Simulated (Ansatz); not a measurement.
## Two runs on C4H7NOS

System: C4H7NOS.
Method of the first run: RKS r2SCAN-D4/def2-TZVP (Ansatz 0.2.0).

Text and figures count atoms from 1; the logs count them from 0 in places.

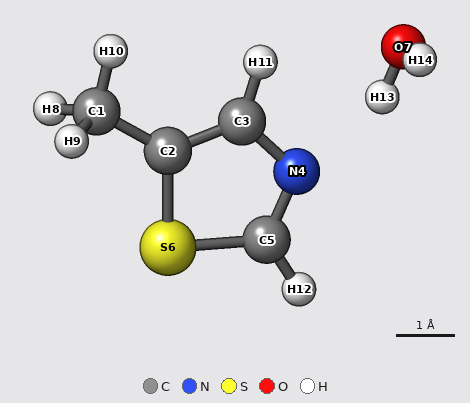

**Figure 1.** The structure as given in the input (ball-and-stick view, seen at a tilt; atoms are numbered from 1 in the order of the input). Bond lengths as drawn: C–C 1.38 to 1.50 Å, C–H 1.10 to 1.11 Å, C–N 1.31 to 1.37 Å, C–S 1.75 Å and H–O 0.98 to 0.99 Å.

### Input file, the first run
```yaml
crystal:
  periodic: [false, false, false]
  atoms:
    - { symbol: C, position_ang: [1.27334659, 1.0635525, 1.99342879] }
    - { symbol: C, position_ang: [0.68090687, 0.54414096, 0.72283775] }
    - { symbol: C, position_ang: [-0.35048566, -0.35968957, 0.54845945] }
    - { symbol: "N", position_ang: [-0.68146677, -0.66249826, -0.75067641] }
    - { symbol: C, position_ang: [0.07411746, -0.00899705, -1.59748573] }
    - { symbol: S, position_ang: [1.25721671, 1.03554363, -0.85230386] }
    - { symbol: O, position_ang: [-2.67543886, -2.36337359, 0.35118624] }
    - { symbol: H, position_ang: [2.34581289, 0.79506807, 2.09128169] }
    - { symbol: H, position_ang: [1.2010589, 2.16851329, 2.06631887] }
    - { symbol: H, position_ang: [0.73535255, 0.62938164, 2.85817012] }
    - { symbol: H, position_ang: [-0.91344797, -0.85671903, 1.35217403] }
    - { symbol: H, position_ang: [-0.00075437, -0.08727646, -2.69203133] }
    - { symbol: H, position_ang: [-2.06535117, -1.97710059, -0.3218136] }
    - { symbol: H, position_ang: [-3.38015716, -1.68928554, 0.37691401] }
basis:
  gaussian: { orbitals: def2-TZVP }
hamiltonian:
  xc: r2scan
  dispersion: d4
relax:
  f_tol: 0.004
  max_steps: 150
```

Launched with:
```bash
ansatz run input.yaml --threads 4 --pin off --max-ram 10240MiB --backend cpu --events-out ev --progress --plain --runs-dir out
```

Hardware: 4 threads of Intel Xeon @ 2.50GHz (Skylake/Cascade Lake), 189 GiB of memory available, shared host.

### Output, shortened to warnings, some set-up lines, iterations and results (the first run)
```
[...]
mean field evaluation 1: about -18611.9584 eV, gradient 9.8e1 eV
mean field evaluation 2: about -18490.8866 eV, gradient 2.3e2 eV
mean field evaluation 4: about -18629.5424 eV, gradient 3.8e1 eV
mean field evaluation 8: about -18632.8495 eV, gradient 4.9e-1 eV
mean field evaluation 16: about -18632.8132 eV, gradient 4.9e-3 eV
[... 20 lines ...]
relax step  17: F+E_penalty+E_count = -18632.98367481 eV  Δ(F+E_penalty+E_count) = -3.369e-5 eV  max|allowed force component| = 1.064e-2 eV/Å  Δτ_max = 0.0080 Å  (37 SCF …
relax step  18: F+E_penalty+E_count = -18632.98368699 eV  Δ(F+E_penalty+E_count) = -1.219e-5 eV  max|allowed force component| = 5.216e-3 eV/Å  Δτ_max = 0.0020 Å  (37 SCF …
relax step  19: F+E_penalty+E_count = -18632.98369223 eV  Δ(F+E_penalty+E_count) = -5.235e-6 eV  max|allowed force component| = 4.250e-3 eV/Å  Δτ_max = 0.0040 Å  (36 SCF …
relax step  20: F+E_penalty+E_count = -18632.98369412 eV  Δ(F+E_penalty+E_count) = -1.889e-6 eV  max|allowed force component| = 1.811e-3 eV/Å  Δτ_max = 0.0029 Å  (37 SCF …
mean field evaluation 160: about -18632.8959 eV, gradient 3.9e-4 eV
mean field -18632.89586271 eV, -684.7462931243 hartree, gradient 2.9e-5 eV, S^2 0.000000; 1 other end points of the search recorded, 0 dependent functions left out
the calculation of the forces begins
reference -18632.89587547 eV, -684.7462935932 hartree; 31, 31 occupied and 234, 234 virtual orbitals, 1595 factors
Total energy: -18632.98370688 eV, -684.7495213378 hartree
Atom 0 at     1.389112     1.119414     1.983792 Å, force    -0.000390     0.000548    -0.000158 eV/Å
Atom 1 at     0.737373     0.577760     0.759305 Å, force     0.001811     0.000445     0.000706 eV/Å
Atom 2 at    -0.314015    -0.290904     0.664509 Å, force    -0.001412    -0.001314     0.000803 eV/Å
Atom 3 at    -0.712835    -0.626208    -0.600306 Å, force    -0.000987    -0.000412    -0.000232 eV/Å
Atom 4 at     0.020550    -0.026239    -1.492688 Å, force     0.001721     0.000506    -0.000032 eV/Å
Atom 5 at     1.246704     0.990092    -0.837227 Å, force    -0.000368     0.000744    -0.000322 eV/Å
Atom 6 at    -2.811045    -2.474567     0.136527 Å, force     0.001283    -0.001682     0.000821 eV/Å
Atom 7 at     2.447820     0.852233     2.031648 Å, force    -0.000056    -0.000350    -0.000243 eV/Å
Atom 8 at     1.320994     2.209267     2.031486 Å, force     0.000381    -0.000069     0.000136 eV/Å
Atom 9 at     0.897141     0.710579     2.867479 Å, force    -0.000344     0.000052    -0.000105 eV/Å
Atom 10 at    -0.836259    -0.723571     1.509294 Å, force     0.000335     0.000276    -0.000833 eV/Å
Atom 11 at    -0.105695    -0.139248    -2.560848 Å, force    -0.000326    -0.000230    -0.000109 eV/Å
Atom 12 at    -2.138960    -1.929405    -0.312330 Å, force    -0.000599     0.000490     0.000086 eV/Å
Atom 13 at    -3.640175    -2.017942    -0.034181 Å, force    -0.001048     0.000997    -0.000519 eV/Å
Dipole moment:     0.395322     0.717827    -0.000190 e Å
```

The second run used a changed input.

### The two runs side by side

| quantity | the first run | the second run |
| --- | --- | --- |
| outcome | converged | converged |
| total energy (hartree) | −684.749521 | −684.972974 |
| largest force (eV/Å) | 0.002 | 0.004 |
| basis functions | 265 | 265 |
| wall time (shared host) | 3.3 min | 3.8 min |

What was changed in the input?

The change (lines with − go, lines with + come):
```diff
-  xc: r2scan
+  xc: { name: B3LYP }
```

The total energies belong to different methods, so their difference says nothing on which is more stable or more accurate. The functional changes from r2SCAN to B3LYP.

### Output, shortened to warnings, some set-up lines, iterations and results (the second run)
```
[...]
mean field evaluation 1: about -18620.0037 eV, gradient 9.3e1 eV
mean field evaluation 2: about -18553.7495 eV, gradient 1.9e2 eV
mean field evaluation 4: about -18637.3739 eV, gradient 2.2e1 eV
mean field evaluation 8: about -18638.4046 eV, gradient 2.1e-1 eV
mean field evaluation 16: about -18638.4120 eV, gradient 9.7e-3 eV
[... 18 lines ...]
relax step  16: F+E_penalty+E_count = -18639.06385059 eV  Δ(F+E_penalty+E_count) = -5.445e-5 eV  max|allowed force component| = 1.513e-2 eV/Å  Δτ_max = 0.0160 Å  (34 SCF …
mean field evaluation 128: about -18638.5241 eV, gradient 5.9e-1 eV
relax step  17: F+E_penalty+E_count = -18639.06387117 eV  Δ(F+E_penalty+E_count) = -2.058e-5 eV  max|allowed force component| = 7.135e-3 eV/Å  Δτ_max = 0.0183 Å  (35 SCF …
relax step  18: F+E_penalty+E_count = -18639.06387352 eV  Δ(F+E_penalty+E_count) = -2.346e-6 eV  max|allowed force component| = 3.847e-3 eV/Å  Δτ_max = 0.0036 Å  (34 SCF …
mean field evaluation 160: about -18638.5246 eV, gradient 8.7e-3 eV
mean field -18638.52461662 eV, -684.9531460149 hartree, gradient 2.4e-5 eV, S^2 0.000000; 1 other end points of the search recorded, 0 dependent functions left out
the calculation of the forces begins
reference -18638.52491936 eV, -684.9531571406 hartree; 31, 31 occupied and 234, 234 virtual orbitals, 1605 factors
Total energy: -18639.06417626 eV, -684.9729744662 hartree
Atom 0 at     1.454686     1.161503     1.981353 Å, force     0.000006     0.000230    -0.000278 eV/Å
Atom 1 at     0.757066     0.594339     0.790397 Å, force     0.000991     0.001378    -0.000873 eV/Å
Atom 2 at    -0.298954    -0.265770     0.753871 Å, force    -0.000689    -0.001262    -0.001195 eV/Å
Atom 3 at    -0.743432    -0.629120    -0.491357 Å, force    -0.000526    -0.001034     0.002238 eV/Å
Atom 4 at    -0.041014    -0.059956    -1.421798 Å, force     0.001754     0.001892    -0.000235 eV/Å
Atom 5 at     1.217255     0.966223    -0.836723 Å, force    -0.002286    -0.001772     0.000521 eV/Å
Atom 6 at    -2.880712    -2.562693    -0.092642 Å, force     0.003847     0.001887    -0.000353 eV/Å
Atom 7 at     2.511547     0.887828     1.999553 Å, force     0.000250    -0.000278     0.000199 eV/Å
Atom 8 at     1.394800     2.251549     2.004862 Å, force     0.000146     0.000019    -0.000102 eV/Å
Atom 9 at     0.992829     0.779359     2.891702 Å, force    -0.000354     0.000082     0.000256 eV/Å
Atom 10 at    -0.792204    -0.672143     1.625370 Å, force     0.000279     0.000143    -0.000013 eV/Å
Atom 11 at    -0.206986    -0.200924    -2.479504 Å, force    -0.000034    -0.000039     0.000194 eV/Å
Atom 12 at    -2.169157    -1.953441    -0.364341 Å, force    -0.003109    -0.002023    -0.000067 eV/Å
Atom 13 at    -3.695015    -2.065494    -0.214283 Å, force    -0.000277     0.000777    -0.000292 eV/Å
Dipole moment:     0.448159     0.781461     0.051539 e Å
```
